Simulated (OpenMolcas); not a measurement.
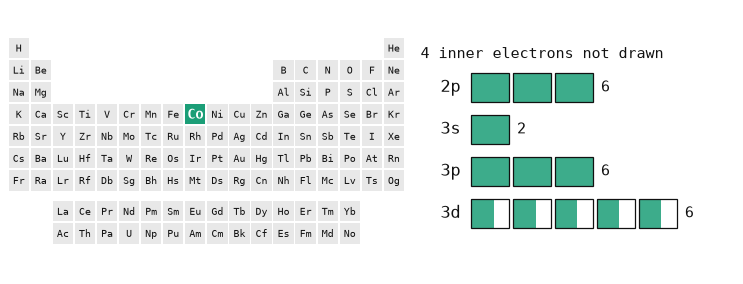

Left, the place of cobalt in the periodic table; right, the outer shells of the leading configuration of the lowest level: a box for each of the 2l + 1 orbitals, shaded by the share of the shell that is filled, with the electron count at the right.

Co³⁺: multiconfigurational calculation (part 1 of 2)

- system: Co³⁺, among 2 point charges of −1.5 e at 1.77 Å, linear (D∞h), whose field is part of the energies.
- method: state-averaged CASSCF, active space 6 electrons in the shell 3d, basis ANO-RCC-VDZP, DKH2 scalar Hamiltonian, spin-orbit coupling by RASSI with atomic mean-field integrals (OpenMolcas)

**Summary**

- outcome: converged
- energy of the lowest spin-free term: −1392.57027 hartree
- energy of the lowest spin-orbit level: −1392.57329 hartree
- largest spread among components of a term: 0.0 cm⁻¹
- hardware: 1 thread of Arm Neoverse V2, 24 GiB of memory available, shared host
- wall time: 19 s

**Notes**

Without dynamic correlation the splittings between terms come out too large, often by 20 to 50 %. To bear in mind: point charges lack covalency, field too small at true ligand charges; small active space favours high spin, ground spin may be wrong.

**Input file**
```
&GATEWAY
Coord
1

Co 0.0 0.0 0.0
Basis=ANO-RCC-VDZP
Group=XYZ
NoMove
AngMom=0.0 0.0 0.0
AMFI
XField
1 Angstrom 0
0.000000 0.000000 1.770000 -1.500000
&SEWARD
&RASSCF
FileOrb=start.orb
Symmetry=1
Spin=5
nActEl=6 0 0
Inactive=3 6
Ras2=5 0
CIRoot=5 5 1
SDav=5
CIMx=300
Iter=120 100
PrWF=0.3
OrbListing=Nothing
MaxOrb=0
>>> COPY $Project.JobIph JOB001
&RASSCF
FileOrb=start.orb
Symmetry=1
Spin=3
nActEl=6 0 0
Inactive=3 6
Ras2=5 0
CIRoot=45 45 1
SDav=45
CIMx=300
Iter=120 100
PrWF=0.3
OrbListing=Nothing
MaxOrb=0
>>> COPY $Project.JobIph JOB002
&RASSCF
FileOrb=start.orb
Symmetry=1
Spin=1
nActEl=6 0 0
Inactive=3 6
Ras2=5 0
CIRoot=50 50 1
SDav=50
CIMx=300
Iter=120 100
PrWF=0.3
OrbListing=Nothing
MaxOrb=0
>>> COPY $Project.JobIph JOB003
&RASSI
NrOfJobIphs=3 5 45 50
1 2 3 4 5
1 2 3 4 5 6 7 8 9 10 11 12 13 14 15 16 17 18 19 20 21 22 23 24 25 26 27
28 29 30 31 32 33 34 35 36 37 38 39 40 41 42 43 44 45
1 2 3 4 5 6 7 8 9 10 11 12 13 14 15 16 17 18 19 20 21 22 23 24 25 26 27
28 29 30 31 32 33 34 35 36 37 38 39 40 41 42 43 44 45 46 47 48 49 50
IphNames
JOB001
JOB002
JOB003
EJob
SpinOrbit
DIPRint=1.0
SOCoupling=1000.0
Subsets=2
Property=9
'ANGMOM' 1 'ANGMOM' 2 'ANGMOM' 3 'MLTPL  1' 1 'MLTPL  1' 2 'MLTPL  1' 3
'AMFI' 1 'AMFI' 2 'AMFI' 3
SOProperty=3
'ANGMOM' 1 'ANGMOM' 2 'ANGMOM' 3
```

The file start.orb holds starting orbitals from an earlier step. A driver script formed the levels outside the program, from RASSI's spin-orbit matrix and the active-space energies, averaged over the components of each term or state.

Run as:
```bash
OMP_NUM_THREADS=1 MOLCAS_MEM=1689 MOLCAS_PROJECT=a pymolcas a.inp > a.log  # once for each step of the input, in one work folder
```

**Log (extracts)**
```
--- SEWARD ---
Basis set label: CO.ANO-RCC...5S4P2D1F.

      Electronic valence basis set:
      ------------------
      Associated Effective Charge  27.000000 au
      Associated Actual Charge     27.000000 au
      Nuclear Model: Point charge

      Shell  nPrim  nBasis  Cartesian Spherical Contaminant
         s      21       5        X
         p      15       4        X
         d      10       2                 X
         f       6       1                 X
                  Relativistic Douglas-Kroll-Hess integrals:
                    - DKH order of Hamiltonian: 2
                    - DKH order of Properties : 0
                  Atomic mean-field integrals
--- RASSCF ---
Wave function specifications:
      -----------------------------

      Number of closed shell electrons          18
      Number of electrons in active shells       6
      Max number of holes in RAS1 space          0
      Max nr of electrons in RAS3 space          0
      Number of inactive orbitals                9
      Number of active orbitals                  5
      Number of secondary orbitals              20
      Spin quantum number                      2.0
      State symmetry                             1
Orbital specifications:
      -----------------------

      Symmetry species                           1   2
                                                ag  au
      Frozen orbitals                            0   0
      Inactive orbitals                          3   6
      Active orbitals                            5   0
      RAS1 orbitals                              0   0
      RAS2 orbitals                              5   0
      RAS3 orbitals                              0   0
      Secondary orbitals                         7  13
      Deleted orbitals                           0   0
      Number of basis functions                 15  19
      Number of CSFs                             5
      Number of root(s) required                 5
      Iter CI   SX   CI       RASSCF       Energy    max ROT     max BLB   max BLB  Level Ln srch  Step   QN
          iter iter root      energy       change     param      element    value   shift minimum  type update
 Nr of preliminary CI iterations:   1
      Total energies have been shifted. Add                -1000.00 au
        1   1    7    0  -392.20180820    0.00E+00  -1.82E-01*   6  13 1  5.43E-01*  0.00   0.00    SX    NO
        2   1    7    0  -392.48702267   -2.85E-01* -7.77E-02    4  10 2  3.54E-01*  0.00   0.00    SX    NO
        3   1    6    0  -392.51761126   -3.06E-02*  5.82E-02    6  12 2 -1.72E-01*  0.00   0.00    SX    NO
        4   1    6    0  -392.53228951   -1.47E-02*  4.02E-02    5  11 2  1.28E-01*  0.00   0.00    SX    NO
        5   1    6    0  -392.53770497   -5.42E-03*  1.58E-02    6  12 2 -8.96E-02*  0.00   0.58    LS   YES
        6   1    6    0  -392.54433624   -6.63E-03* -2.80E-03    8  15 1  4.92E-03*  0.00   1.08    QN   YES
        7   1    5    0  -392.54438061   -4.44E-05*  2.14E-04    4  10 2  6.06E-04*  0.00   0.99    QN   YES
        8   1    4    0  -392.54438081   -1.98E-07* -6.87E-05    6  12 2  8.43E-05   0.00   0.97    QN   YES
        9   1    4    0  -392.54438081   -8.22E-09  -1.06E-05    6  12 2 -1.56E-05   0.00   0.87    QN   YES
      Convergence after  9 iterations
       10   1    4    0  -392.54438081   -2.18E-10  -1.06E-05    4  10 2 -1.34E-07   0.00   0.87    QN   YES
      Natural orbitals and occupation numbers for root  1
      sym 1:   1.000000   1.000000   1.000000   2.000000   1.000000
      Natural orbitals and occupation numbers for root  2
      sym 1:   1.000000   2.000000   1.000000   1.000000   1.000000
      Natural orbitals and occupation numbers for root  3
      sym 1:   1.000000   2.000000   1.000000   1.000000   1.000000
::    RASSCF root number  1 Total energy:  -1392.57027381
::    RASSCF root number  2 Total energy:  -1392.57027381
::    RASSCF root number  3 Total energy:  -1392.53391517
::    RASSCF root number  4 Total energy:  -1392.53391517
::    RASSCF root number  5 Total energy:  -1392.51352612
--- RASSCF ---
Wave function specifications:
      -----------------------------

      Number of closed shell electrons          18
      Number of electrons in active shells       6
      Max number of holes in RAS1 space          0
      Max nr of electrons in RAS3 space          0
      Number of inactive orbitals                9
      Number of active orbitals                  5
      Number of secondary orbitals              20
      Spin quantum number                      1.0
      State symmetry                             1
Orbital specifications:
      -----------------------

      Symmetry species                           1   2
                                                ag  au
      Frozen orbitals                            0   0
      Inactive orbitals                          3   6
      Active orbitals                            5   0
      RAS1 orbitals                              0   0
      RAS2 orbitals                              5   0
      RAS3 orbitals                              0   0
      Secondary orbitals                         7  13
      Deleted orbitals                           0   0
      Number of basis functions                 15  19
      Number of CSFs                            45
      Number of root(s) required                45
      Iter CI   SX   CI       RASSCF       Energy    max ROT     max BLB   max BLB  Level Ln srch  Step   QN
          iter iter root      energy       change     param      element    value   shift minimum  type update
 Nr of preliminary CI iterations:   1
      Total energies have been shifted. Add                -1000.00 au
        1   1    5    0  -392.36563808    0.00E+00   1.04E-02    6  13 1 -2.18E-02*  0.00   0.00    SX    NO
        2   1    6    0  -392.36617773   -5.40E-04* -5.06E-03    6  12 2 -2.17E-02*  0.00   0.00    SX    NO
        3   1    6    0  -392.36630894   -1.31E-04* -4.11E-03    6  12 2  1.31E-02*  0.00   0.00    SX    NO
        4   1    6    0  -392.36637560   -6.67E-05* -2.99E-03    6  12 2 -1.01E-02*  0.00   0.00    SX    NO
        5   1    6    0  -392.36641272   -3.71E-05* -1.26E-03    6  12 2  7.43E-03*  0.00   0.58    LS   YES
        6   1    4    0  -392.36645713   -4.44E-05* -1.08E-05    6  13 1 -3.76E-05   0.00   1.01    QN   YES
        7   1    3    0  -392.36645713   -2.22E-09   6.35E-07    4  11 2 -2.92E-06   0.00   1.02    QN   YES
      Convergence after  7 iterations
        8   1    3    0  -392.36645713   -6.82E-12   6.35E-07    5  10 2 -4.93E-07   0.00   1.02    QN   YES
      Natural orbitals and occupation numbers for root  1
      sym 1:   1.329400   1.329400   0.423964   1.458618   1.458618
      Natural orbitals and occupation numbers for root  2
      sym 1:   1.329400   1.329400   0.423964   1.458618   1.458618
      Natural orbitals and occupation numbers for root  3
      sym 1:   1.242646   1.242646   0.666234   1.424237   1.424237
::    RASSCF root number  1 Total energy:  -1392.44783881
::    RASSCF root number  2 Total energy:  -1392.44783881
::    RASSCF root number  3 Total energy:  -1392.44549550
::    RASSCF root number  4 Total energy:  -1392.44421826
::    RASSCF root number  5 Total energy:  -1392.44421826
::    RASSCF root number  6 Total energy:  -1392.44327879
::    RASSCF root number  7 Total energy:  -1392.44327879
::    RASSCF root number  8 Total energy:  -1392.43900498
::    RASSCF root number  9 Total energy:  -1392.43900498
::    RASSCF root number 10 Total energy:  -1392.42958538
::    RASSCF root number 11 Total energy:  -1392.42715587
::    RASSCF root number 12 Total energy:  -1392.42715587
::    RASSCF root number 13 Total energy:  -1392.41989308
::    RASSCF root number 14 Total energy:  -1392.41989308
::    RASSCF root number 15 Total energy:  -1392.41920275
::    RASSCF root number 16 Total energy:  -1392.41920275
::    RASSCF root number 17 Total energy:  -1392.41345359
::    RASSCF root number 18 Total energy:  -1392.41345359
::    RASSCF root number 19 Total energy:  -1392.40675549
::    RASSCF root number 20 Total energy:  -1392.40675549
::    RASSCF root number 21 Total energy:  -1392.40641261
::    RASSCF root number 22 Total energy:  -1392.40278749
::    RASSCF root number 23 Total energy:  -1392.39983169
::    RASSCF root number 24 Total energy:  -1392.39983169
::    RASSCF root number 25 Total energy:  -1392.39778088
::    RASSCF root number 26 Total energy:  -1392.39778088
::    RASSCF root number 27 Total energy:  -1392.39093941
::    RASSCF root number 28 Total energy:  -1392.39093941
::    RASSCF root number 29 Total energy:  -1392.38233061
::    RASSCF root number 30 Total energy:  -1392.38233061
--- RASSCF ---
Wave function specifications:
      -----------------------------

      Number of closed shell electrons          18
      Number of electrons in active shells       6
      Max number of holes in RAS1 space          0
      Max nr of electrons in RAS3 space          0
      Number of inactive orbitals                9
      Number of active orbitals                  5
      Number of secondary orbitals              20
      Spin quantum number                      0.0
      State symmetry                             1
Orbital specifications:
      -----------------------

      Symmetry species                           1   2
                                                ag  au
      Frozen orbitals                            0   0
      Inactive orbitals                          3   6
      Active orbitals                            5   0
      RAS1 orbitals                              0   0
      RAS2 orbitals                              5   0
      RAS3 orbitals                              0   0
      Secondary orbitals                         7  13
      Deleted orbitals                           0   0
      Number of basis functions                 15  19
      Number of CSFs                            50
      Number of root(s) required                50
      Iter CI   SX   CI       RASSCF       Energy    max ROT     max BLB   max BLB  Level Ln srch  Step   QN
          iter iter root      energy       change     param      element    value   shift minimum  type update
 Nr of preliminary CI iterations:   1
      Total energies have been shifted. Add                -1000.00 au
        1   1    5    0  -392.27790465    0.00E+00   5.14E-03    6  13 1 -1.08E-02*  0.00   0.00    SX    NO
        2   1    6    0  -392.27803930   -1.35E-04* -2.94E-03    6  12 2 -1.09E-02*  0.00   0.00    SX    NO
        3   1    6    0  -392.27807172   -3.24E-05*  2.30E-03    6  12 2  6.58E-03*  0.00   0.00    SX    NO
        4   1    6    0  -392.27808851   -1.68E-05* -1.69E-03    6  12 2 -5.10E-03*  0.00   0.00    SX    NO
        5   1    6    0  -392.27809782   -9.31E-06* -7.18E-04    6  12 2  3.75E-03*  0.00   0.57    LS   YES
        6   1    4    0  -392.27810918   -1.14E-05* -4.28E-06    6  13 1 -1.27E-05   0.00   1.00    QN   YES
        7   1    3    0  -392.27810918   -2.59E-10   3.64E-07    6  12 2 -2.16E-06   0.00   1.08    QN   YES
      Convergence after  7 iterations
        8   1    3    0  -392.27810918   -2.05E-12   3.64E-07    6  12 2 -1.69E-07   0.00   1.08    QN   YES
      Natural orbitals and occupation numbers for root  1
      sym 1:   1.535557   1.040741   0.847404   1.535557   1.040741
      Natural orbitals and occupation numbers for root  2
      sym 1:   1.093636   0.933908   0.869847   1.578508   1.524101
      Natural orbitals and occupation numbers for root  3
      sym 1:   1.524101   1.093636   0.869847   1.578508   0.933908
::    RASSCF root number  1 Total energy:  -1392.39411842
::    RASSCF root number  2 Total energy:  -1392.39259019
::    RASSCF root number  3 Total energy:  -1392.39259019
::    RASSCF root number  4 Total energy:  -1392.38893576
::    RASSCF root number  5 Total energy:  -1392.38893576
::    RASSCF root number  6 Total energy:  -1392.38342459
::    RASSCF root number  7 Total energy:  -1392.38342459
::    RASSCF root number  8 Total energy:  -1392.37813742
::    RASSCF root number  9 Total energy:  -1392.37813742
::    RASSCF root number 10 Total energy:  -1392.37404886
::    RASSCF root number 11 Total energy:  -1392.37404886
::    RASSCF root number 12 Total energy:  -1392.36478758
::    RASSCF root number 13 Total energy:  -1392.36478758
::    RASSCF root number 14 Total energy:  -1392.36246783
::    RASSCF root number 15 Total energy:  -1392.36200186
::    RASSCF root number 16 Total energy:  -1392.36200186
::    RASSCF root number 17 Total energy:  -1392.36101634
::    RASSCF root number 18 Total energy:  -1392.36101634
::    RASSCF root number 19 Total energy:  -1392.36050543
::    RASSCF root number 20 Total energy:  -1392.36050543
::    RASSCF root number 21 Total energy:  -1392.35045013
::    RASSCF root number 22 Total energy:  -1392.34078797
::    RASSCF root number 23 Total energy:  -1392.34078797
::    RASSCF root number 24 Total energy:  -1392.32651912
::    RASSCF root number 25 Total energy:  -1392.32651912
::    RASSCF root number 26 Total energy:  -1392.31714183
::    RASSCF root number 27 Total energy:  -1392.31714183
::    RASSCF root number 28 Total energy:  -1392.30538254
::    RASSCF root number 29 Total energy:  -1392.30339096
::    RASSCF root number 30 Total energy:  -1392.29210126
```

(Continued in part 2.)
